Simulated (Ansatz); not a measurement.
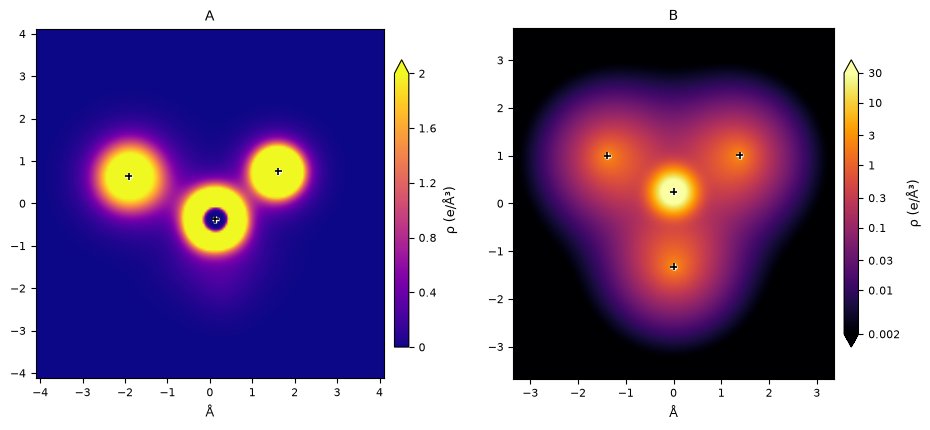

The electron density of 2 systems, each on a plane through atoms (crosses mark nuclei in the plane).

The calculation used RKS PBE0-D4/def2-SVP (Ansatz).

System 1: ClF2H3W, the plane of atoms F2, W1 and Cl6. Core potentials replace the inner electrons of W.

```xyz
7

W    -0.2814   -0.2698    0.2814
F     0.2582    0.2851    1.9843
H     1.3013    0.0732   -0.0940
H     0.1644    1.2643   -0.1644
F    -1.9843    0.2851   -0.2582
Cl    0.3177   -2.3811   -0.3177
H     0.0940    0.0732   -1.3013
```

System 2: AlH3···HBr, the plane of atoms H2, Al1 and H3. Not at a stationary point (largest force 1.4 eV/Å).

```yaml
atoms:
  - { symbol: Al, position_ang: [-0.0063, 0.2505, -0.0520] }
  - { symbol: H, position_ang: [0.0002, 0.2442, 1.5224] }
  - { symbol: H, position_ang: [1.3793, 0.3104, -0.8135] }
  - { symbol: H, position_ang: [-1.3982, 0.2605, -0.8037] }
  - { symbol: Br, position_ang: [0.1120, -3.0191, 1.4586] }
  - { symbol: H, position_ang: [0.0687, -1.5781, 1.8928] }
```

Q: Match each panel to its system.

A: Panel A is system 1, ClF2H3W: the plane holds W, F and Cl. W–F (1.87 Å): ρ is about 1 e/Å³ halfway. Panel B is system 2, AlH3···HBr: the plane holds Al and H. Al–H (1.57 Å): ρ at the midpoint is about 0.53 e/Å³.
